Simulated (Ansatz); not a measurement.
How methods differ on [SF3]+ (SMILES F[S+](F)F)

[SF3]+ has 4 atoms, charge +1, and is taken as a singlet. As SMILES, `F[S+](F)F`. The coordinates come from a PBE0-D4/def2-TZVP relaxation.

| atom | x (Å) | y (Å) | z (Å) |
| --- | --- | --- | --- |
| F | 0.6230 | 0.1910 | 1.1678 |
| S | 0.4328 | -0.0586 | -0.3017 |
| F | -0.5454 | -1.1975 | -0.2386 |
| F | -0.5104 | 1.0650 | -0.6274 |

Quantity: the vertical ionisation energy (to the doublet dication), in eV. The values are calculated.

| level | kind | program | value (eV) | CPU time (all runs) |
| --- | --- | --- | --- | --- |
| HF/6-311+G** | Hartree–Fock | Ansatz | 22.31 | 2.6 s |
| revPBE/6-311+G** | GGA | Ansatz | 21.83 | 4.3 s |
| B3LYP/6-311+G** | global hybrid | Ansatz | 22.42 | 5.2 s |
| BHLYP/6-311+G** | global hybrid | Ansatz | 22.74 | 5.3 s |
| PBE0/6-311+G** | global hybrid | Ansatz | 22.39 | 5.2 s |
| wB97M-V/6-311+G** | range-separated hybrid | Ansatz | 22.48 | 35 s |
| PBE-QIDH/6-311+G** | double hybrid | Ansatz | 22.60 | 7.5 s |
| CCSD/6-311+G** | coupled cluster or CI | Ansatz | 22.40 | 29 s |

The values span 21.83 to 22.74 eV. Times are those of the runs behind each value, whatever else they computed, on shared processors of several kinds: orders of magnitude only.

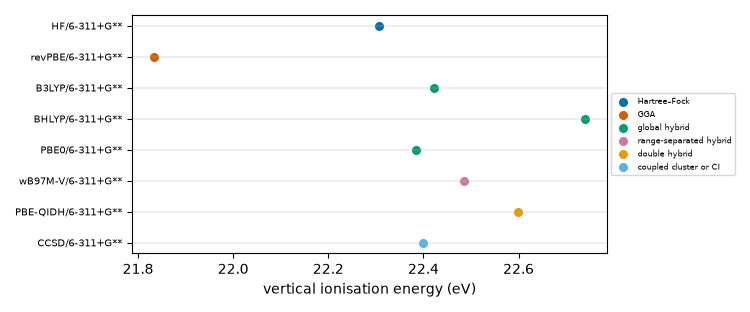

The values of the table, level by level.
